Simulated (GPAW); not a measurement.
**Dielectric function and optical constants of MoS2**

Aim: the dielectric function of MoS2, and the optical constants that follow from it. The cell comes from an older database entry, whose edges can differ from later determinations, mostly by under a per cent.

Program: GPAW 26.7.0. Level of theory: DFT, LDA, plane-wave PAW (GPAW data sets), scalar-relativistic, RPA, optical limit. Results are calculated unless marked as measured.

The database entry behind the starting cell differs from later determinations by our own check (about 0.3 % long), so it need not match the best structure at ambient conditions.

### 1. Starting point

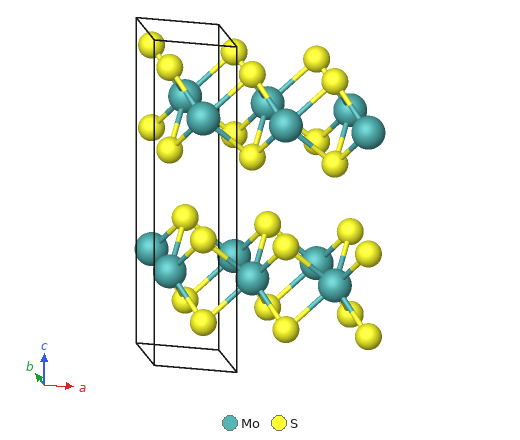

The starting structure, seen slightly off an axis (molybdenum teal, sulfur yellow). 3×2×1 cells are drawn.

As a file:

```cif
data_structure
_symmetry_space_group_name_H-M 'P 1'
_symmetry_Int_Tables_number 1
_cell_length_a 3.1690
_cell_length_b 3.1690
_cell_length_c 12.3240
_cell_angle_alpha 90.000
_cell_angle_beta 90.000
_cell_angle_gamma 120.000
_cell_volume 107.18
loop_
_atom_site_label
_atom_site_type_symbol
_atom_site_fract_x
_atom_site_fract_y
_atom_site_fract_z
_atom_site_occupancy
Mo1 Mo 0.66667 0.33333 0.75000 1
Mo2 Mo 0.33333 0.66667 0.25000 1
S3 S 0.66667 0.33333 0.37700 1
S4 S 0.33333 0.66667 0.87700 1
S5 S 0.66667 0.33333 0.12300 1
S6 S 0.33333 0.66667 0.62300 1
```

### 2. Bands for the response

The response needs many more empty bands than the density does.

This step: DFT, LDA, plane-wave PAW (GPAW data sets), scalar-relativistic, bands at fixed density (GPAW 26.7.0).

Contents of nscf.py:

```python
from ase.dft.bandgap import bandgap
from gpaw import GPAW, FermiDirac

calc = GPAW('gs.gpw').fixed_density(kpts={'size': (12, 12, 3), 'gamma': True}, nbands=108, convergence={'bands': 102},
                                    occupations=FermiDirac(0.001), txt='nscf.txt')
print('gap (eV)', bandgap(calc, output=None)[0])
print('direct gap (eV)', bandgap(calc, direct=True, output=None)[0])
print('top band over the Fermi level (eV)', min(calc.get_eigenvalues(kpt=k)[101] for k in range(len(calc.get_ibz_k_points()))) - calc.get_fermi_level())
calc.write('full.gpw', mode='all')
```

Started as:

```sh
> OMP_NUM_THREADS=1 python nscf.py
```

Numbers of over 12 decimals in the logs are rounded to 6 here.

What it wrote:

```text
Diagonalizing LCAO Hamiltonian
Converting LCAO to pw mode
convergence criteria:
- Maximum integral of absolute [eigenst]ate change: 4e-08 eV^2 / valence electron
maximum number of iterations: 150

SCF iterations
|iter     |      energy | eigst |  dens |
|iter:   1||             | +3.67 |       |
|iter:   2||             | +2.50 |       |
|iter:   3||             | +1.57 |       |
|iter:   4||             | +0.70 |       |
|iter:   5||             | +0.13 |       |
|iter:   6||             | -0.29 |       |
|iter:   7||             | -0.67 |       |
|iter:   8||             | -1.01 |       |
|iter:   9||             | -1.34 |       |
|iter:  10||             | -1.66 |       |
|iter:  11||             | -1.97 |       |
|iter:  12||             | -2.28 |       |
|iter:  13||             | -2.60 |       |
|iter:  14||             | -2.90 |       |
|iter:  15||             | -3.22 |       |
|iter:  16||             | -3.56 |       |
[...]
|iter:  20||             | -4.98 |       |
|iter:  21||             | -5.32 |       |
|iter:  22||             | -5.71 |       |
|iter:  23||             | -6.06 |       |
|iter:  24||             | -6.40 |       |
|iter:  25||             | -6.75 |       |
|iter:  26||             | -7.10 |       |
|iter:  27||             | -7.39 |       |
|iter:  28||             | -7.60c|       |
SCF steps: 28
  __  _  _
 | _ |_)|_||  |
 |__||  | ||/\| - 26.7.0

Versions:
  Python: 3.12.14
  ASE:    3.29.0
  Numpy:  2.5.5
  Scipy:  1.18.1
  Libxc:  7.0.0

Input parameters:
  mode=PW(ecut=500.0),
  convergence={'bands': 102},
  gpts=array([18, 18, 64]),
  kpts=MonkhorstPack(size=(12, 12, 3), gamma=True),
  maxiter=150,
  nbands=108,
  occupations=Occupations(name='fermi-dirac', width=0.001, fixmagmom=False),
  parallel={},
  xc=XC(name='LDA')

--- standard output ---
gap (eV) 0.809349
direct gap (eV) 1.636143
top band over the Fermi level (eV) 34.839965
```

Run time: 13 min. Hardware: 1 thread of Arm Neoverse V1, shared host; peak memory 0.46 GiB.

This step gave:

```
gap on the k-mesh      : 0.8093 eV
direct gap on the mesh : 1.636 eV
```

### 3. Dielectric function, RPA

Local fields let the induced charge screen the field inside the cell, which as a rule lowers ε, most along directions where the density is uneven.

This step: DFT, LDA, plane-wave PAW (GPAW data sets), scalar-relativistic, RPA, optical limit (GPAW 26.7.0).

Contents of df.py:

```python
from gpaw.response.df import DielectricFunction

df = DielectricFunction('full.gpw', frequencies={'type': 'nonlinear', 'domega0': 0.03, 'omega2': 8},
                        ecut=50,
                        eta=0.15,
                        nbands=102,
                        txt='df.txt')
for direction in ['x', 'z']:
    df.get_dielectric_function(xc='RPA', direction=direction, filename=f'df_{direction}.csv')
```

Started as:

```sh
> OMP_NUM_THREADS=1 python df.py
```

What it wrote:

```text
Using integrator: PointIntegrator
NonLinearFrequencyDescriptor(from 0.000 to 99.342 eV, 540 points)
Nonperiodic BCs:  [False False False]
Using integrator: PointIntegrator
NonLinearFrequencyDescriptor(from 0.000 to 99.342 eV, 540 points)
Nonperiodic BCs:  [False False False]

Calculating chi0 body with:
    Ground state adapter containing:
    Number of spins: 1
    Number of kpoints: 432
    Number of irreducible kpoints: 50
    Number of completely occupied states: 26
    Number of partially occupied states: 26

    Linear response parametrization:
    q_c: [0.0, 0.0, 0.0]
    Number of frequency points: 540
    Planewave cutoff: 50.0
    Number of bands: 102
    Number of planewaves: 81
    Broadening (eta): 0.15

Integrating chi0 body.

Symmetries of q_c:
    Direct symmetries (Uq -> q): 12
    Indirect symmetries (TUq -> q): 0
In total 12 allowed symmetries.

50 groups of equivalent kpoints. 88.425926% reduction.

Integral kind: spectral function

Calculating chi0 optical extensions with:
    Ground state adapter containing:
    Number of spins: 1
    Number of kpoints: 432
    Number of irreducible kpoints: 50
    Number of completely occupied states: 26
    Number of partially occupied states: 26

    Linear response parametrization:
    Number of frequency points: 540
    Planewave cutoff: 50.0
    Number of bands: 102
    Number of planewaves: 81
    Broadening (eta): 0.15
Integrating chi0 head and wings.

Symmetries of q_c:
    Direct symmetries (Uq -> q): 12
    Indirect symmetries (TUq -> q): 0
In total 12 allowed symmetries.

50 groups of equivalent kpoints. 88.425926% reduction.

Integral kind: spectral function wings
```

Wall time 86 s (1 thread); peak memory 0.44 GiB.

Read-outs, printed or worked out from the files:

* electronic dielectric constant ε∞, mean over x, y and z (by symmetry where fewer were run): 11.45
* main peak of Im epsilon, first axis: 2.937 eV

Some rows of df_x.csv (energy; Re and Im without local fields; Re and Im with them):

```text
0.000000, 14.885131, 0.000000, 14.047203, 0.000000
0.429336, 15.140249, 0.186296, 14.277277, 0.167645
0.878195, 16.061995, 0.469764, 15.103406, 0.418331
1.347938, 18.338783, 1.251089, 17.110870, 1.084195
1.840057, 21.463894, 4.841214, 19.856967, 4.018423
2.356191, 22.051531, 16.102986, 21.746430, 13.070280
2.898142, 9.187757, 21.096703, 11.509268, 21.782969
3.467895, 4.431905, 13.397859, 3.736190, 14.401760
4.067647, 3.282243, 15.075495, 2.233434, 14.975772
4.699832, -0.014298, 12.158150, -0.583611, 11.488604
5.367152, -1.580093, 10.601935, -1.727179, 9.604532
6.072622, -2.726708, 6.889555, -2.287783, 6.396261
6.819608, -2.100895, 4.988881, -2.128760, 4.938448
7.611886, -1.497220, 3.731751, -1.593955, 3.698424
8.453705, 0.357293, 2.243738, -0.050591, 2.194591
9.349861, 1.552054, 3.373284, 0.873787, 2.941628
10.305790, 0.395667, 5.084561, 0.205548, 4.020031
11.327680, -1.770903, 4.293803, -1.323433, 3.616792
12.422601, -1.360645, 2.801803, -1.048247, 2.317067
13.598673, -1.112674, 2.286929, -0.761092, 1.755187
```

The Im ε has structure finer than the step of the table below, so its rows give means over 1 eV, whole bins alone (the curve runs from 0 to 14.0 eV). Peaks (eV: height): E ∥ x 2.9: 21.9; E ∥ z 2.7: 5.13, 7.6: 4.83, 9.5: 7.58.

Values under the direct gap are tails of Lorentzian lines. Im ε against photon energy; means over each step:

| photon energy (eV) | E ∥ x | E ∥ z |
| --- | --- | --- |
| 1 | 0.642 | 0.119 |
| 2 | 7.34 | 1.68 |
| 3 | 18.9 | 4.08 |
| 4 | 14.0 | 3.07 |
| 5 | 10.4 | 2.64 |
| 6 | 6.84 | 2.90 |
| 7 | 4.65 | 3.54 |
| 8 | 2.73 | 3.90 |
| 9 | 2.73 | 5.37 |
| 10 | 3.91 | 6.85 |
| 11 | 3.82 | 5.61 |
| 12 | 2.70 | 4.16 |
| 13 | 2.17 | 2.50 |

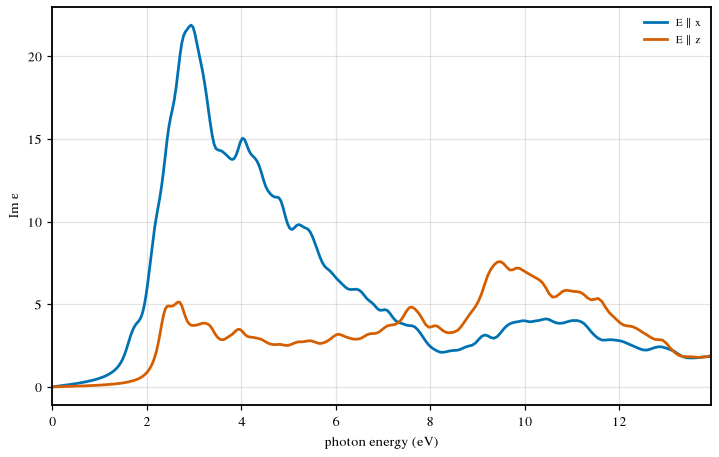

Im ε, plotted against photon energy.

The Re ε by photon energy:

| photon energy (eV) | E ∥ x | E ∥ z |
| --- | --- | --- |
| 0 | 14.0 | 6.26 |
| 1 | 15.5 | 6.57 |
| 2 | 21.9 | 8.45 |
| 3 | 8.42 | 5.22 |
| 4 | 3.25 | 4.30 |
| 5 | -1.50 | 4.42 |
| 6 | -2.36 | 4.59 |
| 7 | -1.83 | 4.80 |
| 8 | -1.42 | 3.52 |
| 9 | 0.950 | 5.46 |
| 10 | 0.439 | 1.31 |
| 11 | -0.507 | 0.00350 |
| 12 | -1.04 | -1.55 |
| 13 | -1.03 | -1.56 |

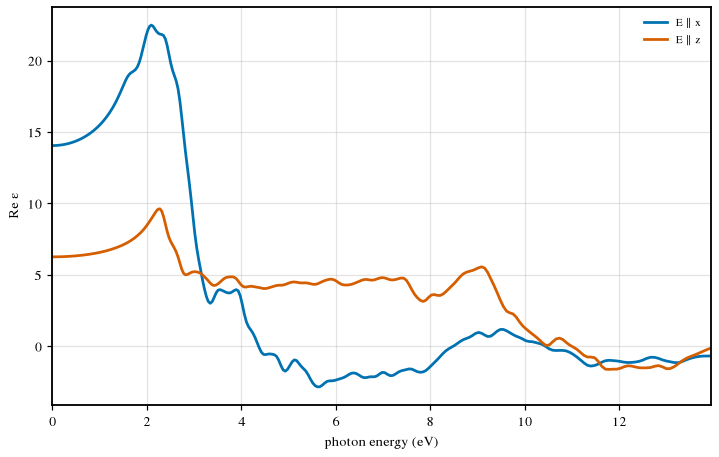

Re ε, plotted against photon energy.

The refractive index n and extinction k by photon energy:

| photon energy (eV) | n, E ∥ x | k, E ∥ x | n, E ∥ z | k, E ∥ z |
| --- | --- | --- | --- | --- |
| 0 | 3.75 | 0 | 2.50 | 0 |
| 2 | 4.72 | 0.619 | 2.91 | 0.148 |
| 4 | 3.04 | 2.45 | 2.21 | 0.772 |
| 6 | 1.53 | 2.17 | 2.25 | 0.695 |
| 8 | 0.842 | 1.46 | 2.07 | 0.875 |
| 10 | 1.49 | 1.34 | 2.05 | 1.70 |
| 12 | 0.985 | 1.42 | 1.15 | 1.70 |

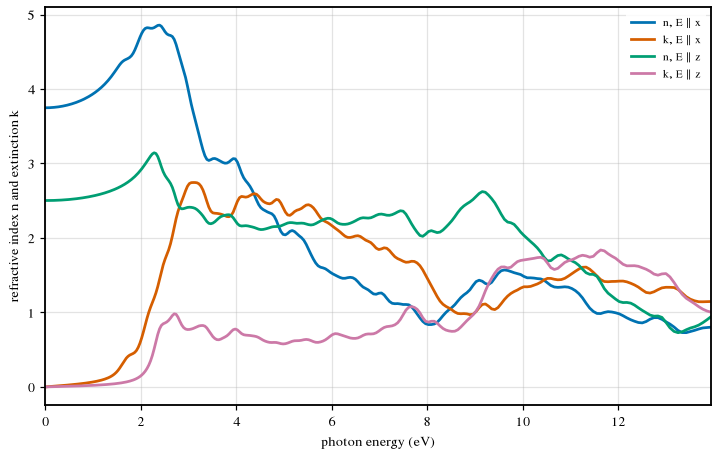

Refractive index n and extinction k against photon energy.

The loss function −Im 1/ε at q → 0 has structure finer than the step of the table below, so its rows give means over 1 eV, whole bins alone (the curve runs from 0 to 14.0 eV). Peaks (eV: height): E ∥ x 8.3: 0.461.

Values under the direct gap are tails of Lorentzian lines. Loss function −Im 1/ε at q → 0 against energy loss; means over each step:

| energy loss (eV) | E ∥ x | E ∥ z |
| --- | --- | --- |
| 1 | 0.00242 | 0.00263 |
| 2 | 0.0134 | 0.0197 |
| 3 | 0.0426 | 0.0935 |
| 4 | 0.0687 | 0.106 |
| 5 | 0.0948 | 0.102 |
| 6 | 0.133 | 0.102 |
| 7 | 0.184 | 0.102 |
| 8 | 0.330 | 0.135 |
| 9 | 0.350 | 0.0970 |
| 10 | 0.249 | 0.140 |
| 11 | 0.250 | 0.177 |
| 12 | 0.321 | 0.216 |
| 13 | 0.385 | 0.323 |

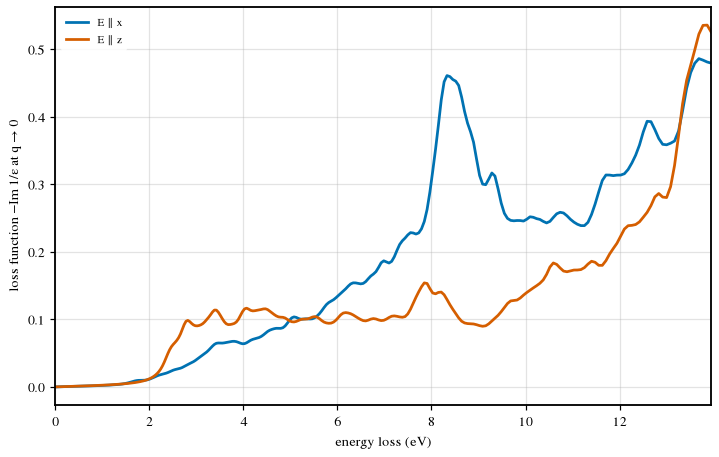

Loss function −Im 1/ε at q → 0 against energy loss.

Values under the direct gap are tails of Lorentzian lines. Im ε, E ∥ x against photon energy; read off at these points:

| photon energy (eV) | without local fields | with local fields |
| --- | --- | --- |
| 0.0 | 0 | 0 |
| 1.0 | 0.589 | 0.522 |
| 2.0 | 7.33 | 5.85 |
| 2.7 | 21.4 | 20.0 |
| 3.0 | 20.2 | 21.6 |
| 4.0 | 14.9 | 14.9 |
| 5.0 | 10.5 | 9.75 |
| 6.0 | 7.23 | 6.62 |
| 7.0 | 4.75 | 4.65 |
| 8.0 | 2.47 | 2.46 |
| 9.0 | 3.07 | 2.79 |
| 10.0 | 4.97 | 3.99 |
| 10.4 | 5.14 | 4.09 |
| 11.0 | 5.05 | 4.00 |
| 12.0 | 3.34 | 2.80 |
| 13.0 | 2.79 | 2.34 |

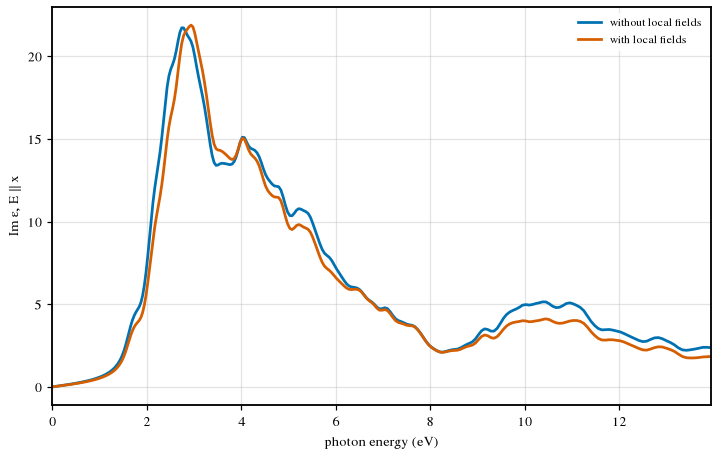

Im ε, E ∥ x against photon energy.

From ε follow the optical constants at some laser and lamp lines:

| wavelength (nm) | n x | k x | R (%) x | 1/α x | n z | k z | R (%) z | 1/α z |
| --- | --- | --- | --- | --- | --- | --- | --- | --- |
| 1550 | 3.86 | 0.047 | 34.6 | 2.6 µm | 2.54 | 0.015 | 18.9 | 8.0 µm |
| 800 | 4.32 | 0.244 | 39.1 | 260 nm | 2.68 | 0.050 | 20.9 | 1.3 µm |
| 633 | 4.66 | 0.548 | 42.3 | 92 nm | 2.88 | 0.129 | 23.6 | 390 nm |
| 532 | 4.84 | 1.290 | 45.9 | 33 nm | 3.12 | 0.639 | 28.2 | 66 nm |
| 405 | 3.79 | 2.743 | 50.2 | 12 nm | 2.41 | 0.777 | 21.2 | 41 nm |
| 365 | 3.05 | 2.468 | 45.8 | 12 nm | 2.21 | 0.780 | 19.0 | 37 nm |
| 248 | 2.05 | 2.385 | 45.3 | 8.3 nm | 2.18 | 0.578 | 16.5 | 34 nm |

Below the direct gap, k and the depth come from the tails of the Lorentzian lines, not from transitions.

Rows near the edge hang on the gap, which this functional as a rule makes too small, and phonon-assisted absorption is left out.

### 4. Results

```
electronic dielectric constant ε∞, mean over x, y and z (by symmetry where fewer were run) (RPA) : 11.5
main peak of Im epsilon, first axis                                                              : 2.94 eV
```

**Reading.** At this level (LDA, RPA) MoS2 has a mean ε∞ = 11.5 and n = 3.86 at 1550 nm (E ∥ x), and Im ε peaks at 2.9 eV (E ∥ x). On the mesh the gap is 0.81 eV and the least direct gap 1.64 eV, so on this mesh the band edges lie at different points. Local fields change the static value along x from 14.88 to 14.05 (-6 %). Distinct maxima of Im ε, read by a parabola through the highest points, lie at 2.94 eV (22), 4.04 eV (15) and 10.45 eV (4.1) for E ∥ x. The static values by axis are 14.05 (x), 6.26 (z). Excitons and phonon-assisted transitions are missing; LDA gaps are as a rule too small, which pulls the onset down and ε∞ up. The sum runs over mesh points, so small or evenly spaced maxima can still be ripples of the mesh. In this version of GPAW the matrix elements of the optical limit are incomplete, which can lower ε − 1 by up to a tenth where first-row anions or d states rule, and shift it by more in d metals.

[Machine, clock and banner lines and Python warnings are left out of the logs.]

[Logs are printed without paths, hosts, clocks, repeated set-up lines and the standing remarks that a program may print on its own settings, such as how far it seeks lower states.]

[Hosts, paths, dates, database ids (printed as entryN), source tags and the programs' standing remarks are cut or masked in the printed files.]
